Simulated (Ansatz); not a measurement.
Fields on a plane of MoS2 (2H-MoS2 type, space group P6_3/mmc)

```
MoS2
1.0
    3.14937     0.00000     0.00000
   -1.57469     2.72744     0.00000
    0.00000     0.00000    12.09029
Mo S
2 4
Direct
  0.33333   0.66667   0.25000
  0.66667   0.33333   0.75000
  0.33333   0.66667   0.62049
  0.66667   0.33333   0.12049
  0.66667   0.33333   0.37951
  0.33333   0.66667   0.87951
```

The slice is a (1 -1 0 0) plane (indices of the conventional cell) through the point (0.333, 0.667, 0.621) (fractional), spanned by u = [110] and v = [001] in vectors of this cell: u (3.15 Å) and v (12.09 Å, at 90° to u). It covers one period; positions are fractions (u, v).

Atoms on it: Mo at (0.00, 0.63); S at (0.00, 0.00); S at (0.00, 0.26). Other atoms lie within 1 Å of the plane.

Calculation: PBE-D3(BJ) (plane waves to 420 eV, PAW, scalar-relativistic; Ansatz, a quantum-chemistry and plane-wave program). k mesh 12×12×3. Near the nuclei the fields are pseudised (PAW); where an atom keeps semicore shells as valence, they peak there. MoS2 is run without spin polarisation. MoS2 was relaxed with its symmetry unable to fall.

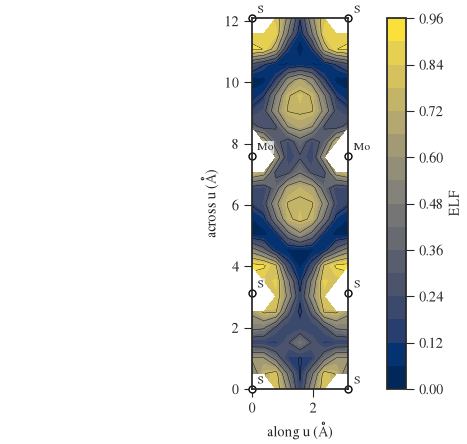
*Electron localisation function (ELF), one period of the plane, atoms marked. Points within 0.5 Å of a nucleus are left white, as the pseudised field means little there.*

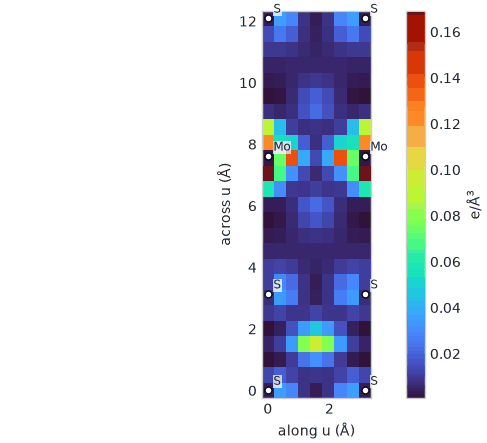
Density of the lowest conduction band (whole band as if filled, smooth part) in e/Å³, one period of the plane, atoms marked. 

Element round which the density of the highest valence band (whole band, smooth part) is largest on this plane: Mo
Element round which the density of the lowest conduction band (whole band as if filled, smooth part) is largest on this plane: Mo
